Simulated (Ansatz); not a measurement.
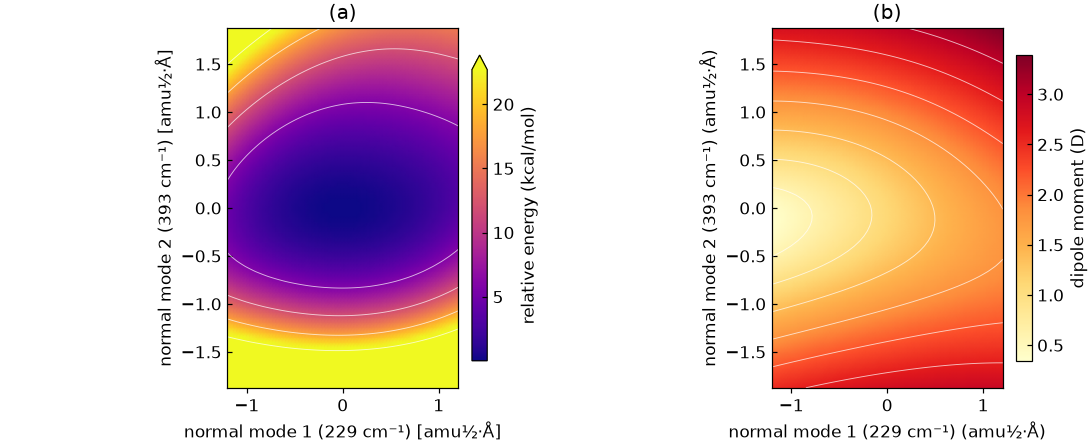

BrHOSi, SMILES O[Si]Br. The first coordinate is: normal mode 1 (229 cm⁻¹); the second: normal mode 2 (393 cm⁻¹). Nothing is relaxed (straight displacements along the two mass-weighted modes). The grid has 11 × 11 points. Points are written as (first, second). Energies are in kcal/mol, from the lowest grid point. Computed with RKS wB97X-V/def2-SVP (Ansatz 0.2.0).

Panel (a) is the energy; panel (b) is the computed dipole moment, in D.

In the figure: a smooth colour map with a few white contour lines, one colour for all values above the top of the scale. Between grid points the surface is interpolated.

How does the dipole moment vary over the map, and what is it at the lowest grid point?

Answer. Leaving out the highest fifth of the energies, it runs from 0.38 D at (−1.205 amu½·Å, 0.000 amu½·Å) to 3.39 D at (1.205 amu½·Å, 1.875 amu½·Å). At the lowest grid point, (0.000 amu½·Å, 0.000 amu½·Å), it is 1.11 D.

| normal mode 2 (393 cm⁻¹) ↓, normal mode 1 (229 cm⁻¹) → | −1.205 | −0.964 | −0.723 | −0.482 | −0.241 | 0.000 | 0.241 | 0.482 | 0.723 | 0.964 | 1.205 |
| --- | --- | --- | --- | --- | --- | --- | --- | --- | --- | --- | --- |
| 1.875 | 2.75 | 2.77 | 2.80 | 2.84 | 2.88 | 2.94 | 3.01 | 3.09 | 3.18 | 3.28 | 3.39 |
| 1.500 | 2.29 | 2.31 | 2.33 | 2.37 | 2.42 | 2.49 | 2.57 | 2.66 | 2.76 | 2.87 | 2.99 |
| 1.125 | 1.81 | 1.82 | 1.85 | 1.90 | 1.96 | 2.04 | 2.14 | 2.24 | 2.36 | 2.48 | 2.61 |
| 0.750 | 1.32 | 1.33 | 1.38 | 1.44 | 1.52 | 1.62 | 1.74 | 1.86 | 1.99 | 2.13 | 2.27 |
| 0.375 | 0.82 | 0.86 | 0.93 | 1.03 | 1.15 | 1.28 | 1.42 | 1.56 | 1.70 | 1.85 | 1.98 |
| 0.000 | 0.38 | 0.51 | 0.65 | 0.80 | 0.95 | 1.11 | 1.26 | 1.40 | 1.54 | 1.68 | 1.80 |
| −0.375 | 0.46 | 0.61 | 0.76 | 0.90 | 1.04 | 1.18 | 1.31 | 1.44 | 1.56 | 1.67 | 1.77 |
| −0.750 | 0.93 | 1.04 | 1.15 | 1.26 | 1.37 | 1.47 | 1.57 | 1.66 | 1.75 | 1.82 | 1.89 |
| −1.125 | 1.46 | 1.55 | 1.64 | 1.72 | 1.80 | 1.88 | 1.95 | 2.01 | 2.06 | 2.11 | 2.14 |
| −1.500 | 1.98 | 2.06 | 2.14 | 2.21 | 2.27 | 2.33 | 2.38 | 2.42 | 2.45 | 2.47 | 2.48 |
| −1.875 | 2.49 | 2.57 | 2.63 | 2.70 | 2.75 | 2.79 | 2.83 | 2.86 | 2.87 | 2.88 | 2.88 |
